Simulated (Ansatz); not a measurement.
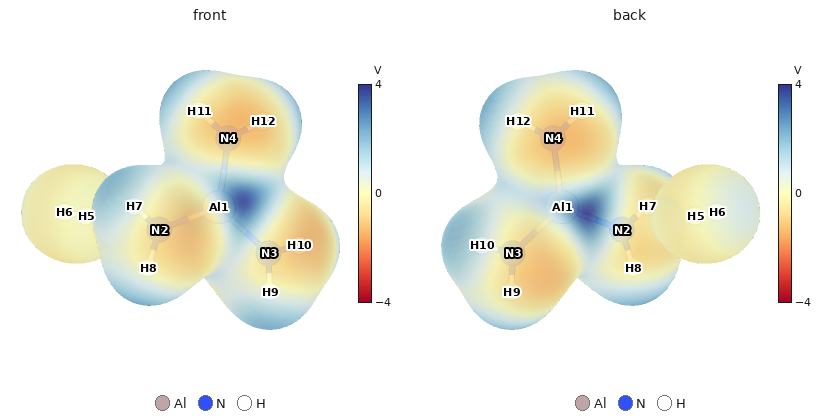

The picture shows: AlH6N3···H2. The molecular electrostatic potential painted on the density surface at 0.004 e/bohr³, seen from the front and from behind; red is negative and blue positive.

The reactant side of a reaction path; geometry: PBE0-D4/def2-TZVP.

Level of theory: RKS PBE0-D4/def2-TZVPP in Ansatz.

The calculation's input:

```
crystal:
  periodic: [false, false, false]
  atoms:
    - {symbol: Al, position_ang: [-0.610830, -0.231168, 0.060370]}
    - {symbol: N, position_ang: [0.079492, 1.281825, 0.674535]}
    - {symbol: N, position_ang: [-1.742003, -0.200391, -1.300872]}
    - {symbol: N, position_ang: [-0.152520, -1.768963, 0.807239]}
    - {symbol: H, position_ang: [2.691525, 1.141629, -0.215591]}
    - {symbol: H, position_ang: [3.413771, 1.136177, -0.413970]}
    - {symbol: H, position_ang: [0.535977, 1.384982, 1.565216]}
    - {symbol: H, position_ang: [-0.002007, 2.177867, 0.224364]}
    - {symbol: H, position_ang: [-2.193073, 0.624944, -1.657405]}
    - {symbol: H, position_ang: [-2.025505, -1.005265, -1.833433]}
    - {symbol: H, position_ang: [0.619046, -1.892943, 1.440675]}
    - {symbol: H, position_ang: [-0.613675, -2.648692, 0.648869]}
basis:
  gaussian: {orbitals: def2-TZVPP}
hamiltonian: {xc: pbe0, dispersion: d4}
output: {orbitals: {seedname: orbitals}}
```

Run with:

```sh
ansatz run in.yaml --threads 4 --pin off --events-out ev --progress --plain --max-ram 9574MiB
```

Which sites attract a positive test charge, and which a negative one?

Answer. A positive charge is drawn to the negative regions and a negative charge to the positive ones. The most negative region (about −1.3 V) lies over N3 and N4, the most positive (about +3.3 V) over Al1.
